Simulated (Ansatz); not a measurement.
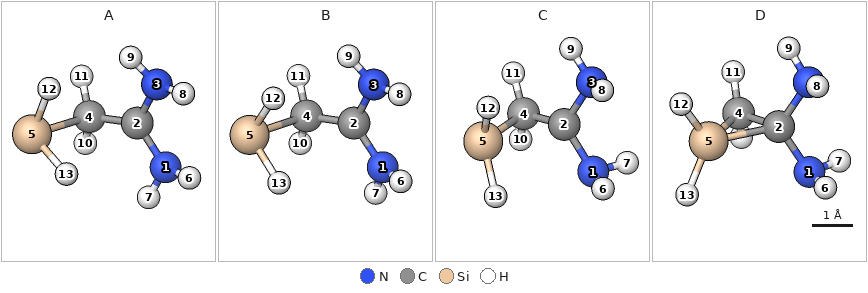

4 geometries from a converged minimum-energy path of C₂H₈N₂Si, shuffled. A ball-and-stick model, seen at a tilt.

Computed with RKS BHLYP-D4/6-31G* in Ansatz 0.2.0. Run with 5 movable images; climbing image; force threshold 0.05 eV/Å; iteration limit 60; starting path by image-dependent pair potential.

Question: One of them is the converged climbing image. Which?

Answer: C. In order along the path, whose images run from 0 to 6: D (image 0, 0.0 kJ/mol), C (image 2, +70.1 kJ/mol), B (image 5, −0.6 kJ/mol), A (image 6, −10.4 kJ/mol). Breaking: C2–Si5 (1.88 → 2.18 at the top → 2.78 Å).
